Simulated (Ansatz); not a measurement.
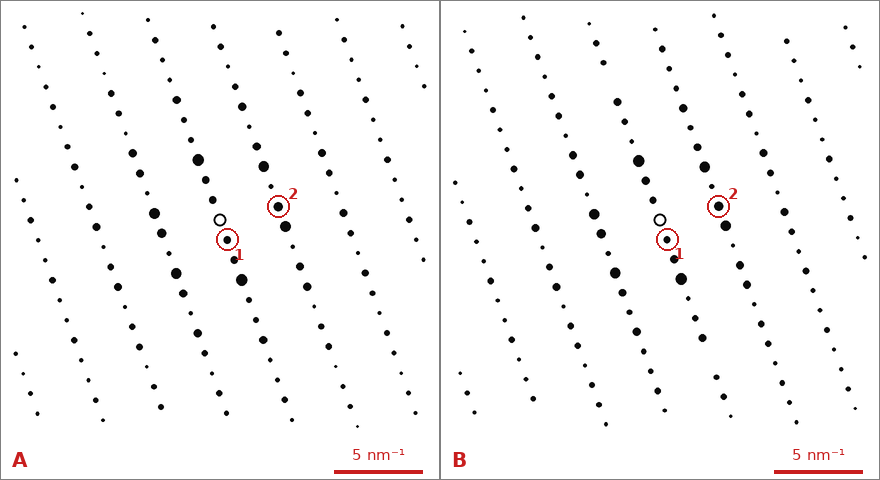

Kinematic electron diffraction patterns (120 kV, B = 0.5 Å², same scale) along [1-10] of the run's own cell, for the start and the end of one relaxation of NaSb2 with DFT PBE, scalar-relativistic, plane waves, PAW in Ansatz. k mesh 18×18×18. The start is a generated model structure, and the relaxation ends in the nearest stationary point of its symmetry, not necessarily the ground state. Spot 1 is -1 -1 -1 and spot 2 is 0 0 -1 in both.

Start structure:

```
CELL_PARAMETERS angstrom
1.70101 0.98208 8.22552
-1.70101 0.98208 8.22552
0.00000 -1.96416 8.22552
ATOMIC_POSITIONS crystal
Na 0.99975 0.99975 0.99975
Sb 0.22276 0.22276 0.22276
Sb 0.44419 0.44419 0.44419
```

> Which pattern belongs to the start structure, and which to the relaxed one?

A is the start: its cell gives d(1) = 8.226 Å, d(2) = 2.925 Å and an angle of 83.2°. B is the relaxed structure, with d(1) = 8.374 Å (+1.8 %), d(2) = 2.895 Å (-1.0 %) and 83.4°.

> Name reflections whose intensity changes strongly on relaxation.

5 5 5 goes from 4.6 to 10 % of the strongest spot.

> Summarise the relaxation behind the change.

The volume changed by -0.4 % to 27.37 Å³ an atom; with the mean shift removed, the atoms moved by up to 0.06 Å relative to the cell (Sb most); the space group stayed R3m (No. 160); the free energy fell by 3.3 meV an atom. Relaxed cell: a = 8.596 Å, b = 8.596 Å, c = 8.596 Å, α = 22.58°, β = 22.58°, γ = 22.58°.
